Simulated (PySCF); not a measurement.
**Run report: ZrN₂, frequency calculation**

- system: ZrN₂, multiplicity 3
- method: UKS-based PBE0, Zr def2-TZVP with ECP28, N def2-TZVP; non-relativistic Hamiltonian with a scalar-relativistic core potential; density fitting (PySCF 2.14.0)

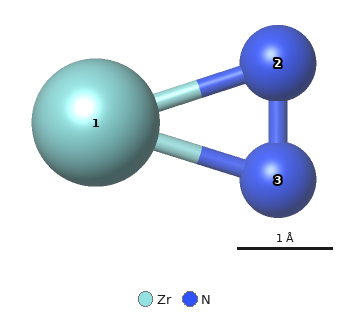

**Figure 1.** The input geometry (ball-and-stick view, seen on its broad side; atoms are numbered from 1 in the order of the input). Sticks mark near contacts. Bond lengths as drawn: N–N 1.23 Å and N–Zr 2.02 Å.

## Input file
```python
from pyscf import gto, scf, dft
mol = gto.M(atom='''
Zr     0.000000     0.000000    -0.458021
N      0.613100     0.000000     1.470376
N     -0.613100     0.000000     1.470376''',
    basis={'Zr': 'def2-TZVP', 'N': 'def2-TZVP'},
    ecp={'Zr': 'def2-TZVP'},
    charge=0, spin=2)
mf = dft.UKS(mol, xc='PBE0')
mf.grids.atom_grid = (75, 302)
aux = {'Zr': 'def2-universal-JKFIT', 'N': 'def2-universal-JKFIT'}
mf = mf.density_fit(auxbasis=aux)
mf.conv_tol = 1e-09
mf.diis_space = 10
mf.max_cycle = 60
mf.verbose = 4
mf.kernel()
```

The script is an equivalent of the set-up of the self-consistent field. The run itself was carried out by a driver, which started from the orbitals of the step before it where there was one and computed the further properties.

Hardware: 4 threads of Arm Neoverse V1, 24 GiB of memory available, shared host.

Run as:
```bash
OMP_NUM_THREADS=4 python axn.py task.json out
```

## Log
```
init E= -156.366290812629
  alpha nocc = 14  HOMO = -0.185039036284425  LUMO = -0.0356973666690976
  beta  nocc = 12  HOMO = -0.187256653695629  LUMO = -0.0798746669105856
  HOMO = -0.185039036284  LUMO = -0.0798746669106  gap/eV = 2.86167
cycle= 1 E= -156.3662908126  delta_E= 2.91e-11  |g|= 7.79e-06  |ddm|= 8.31e-06
  alpha nocc = 14  HOMO = -0.185037692537596  LUMO = -0.035695488853578
  beta  nocc = 12  HOMO = -0.187258175252476  LUMO = -0.0798734526463463
  HOMO = -0.185037692538  LUMO = -0.0798734526463  gap/eV = 2.86166
Extra cycle  E= -156.366290812366  delta_E= 2.34e-10  |g|= 2.21e-05  |ddm|= 2.36e-05
converged SCF energy = -156.366290812366  <S^2> = 2.0157573  2S+1 = 3.0104866
```

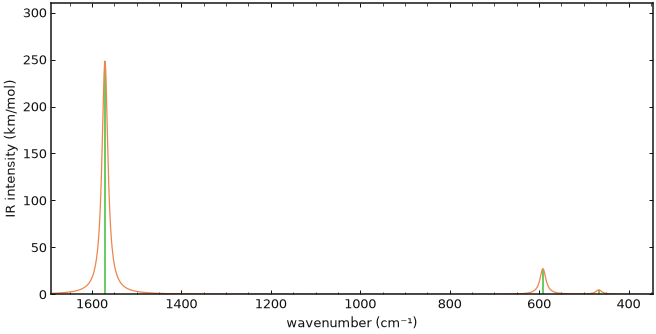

**Figure 2.** Harmonic infrared spectrum, unscaled: sticks (degenerate modes added up, dark ones marked on the axis) with a Lorentzian envelope of 16 cm⁻¹ full width, scaled to the tallest stick. 3 modes from 466 to 1571 cm⁻¹, none imaginary. The strongest line is at 1571 cm⁻¹ (248 km/mol). All modes, in cm⁻¹ (km/mol): 466 (4.7), 591 (27), 1571 (248).

## Key numbers

- outcome: converged
- total energy: −156.366291 hartree
- ⟨S²⟩: 2.016
- zero-point energy: 0.005989 hartree
- dipole moment: 4.66 D
- wavenumbers, lowest and highest: 466 and 1571 cm⁻¹
- wall time: 22 s (CPU time 70 s)
- peak memory: 0.95 GiB
